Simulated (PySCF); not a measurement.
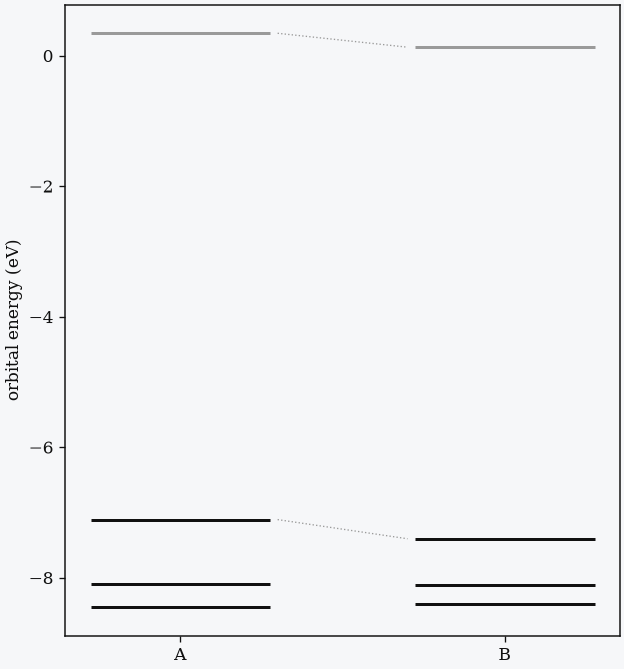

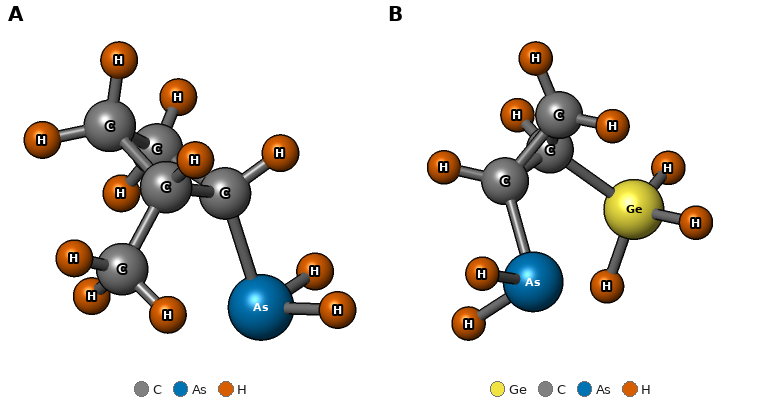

Related molecules: A is C₅H₁₁As, SMILES C[C@@H]1CC[C@@H]1[AsH2]; B is C₃H₉AsGe, SMILES [GeH3][C@@H]1C[C@@H]1[AsH2], singlet. Frontier orbital energies, PBE0/def2-SVPD with PySCF 2.14.0, at a GFN2-xTB geometry (no frequency check); drawn are at most three filled levels and, in grey, the LUMO with any level within 0.03 eV of it; dotted lines join the HOMOs and the LUMOs.

Question: What does the change do to the frontier levels?

Answer: From A to B the HOMO falls by 0.29 eV and the LUMO falls by 0.21 eV, so the separation goes from 7.45 to 7.53 eV.

Caveats, for all or some of the runs: empty levels above zero depend strongly on the basis; one conformer of a flexible molecule; the tight-binding geometry is rougher than a DFT one and adds to the error.
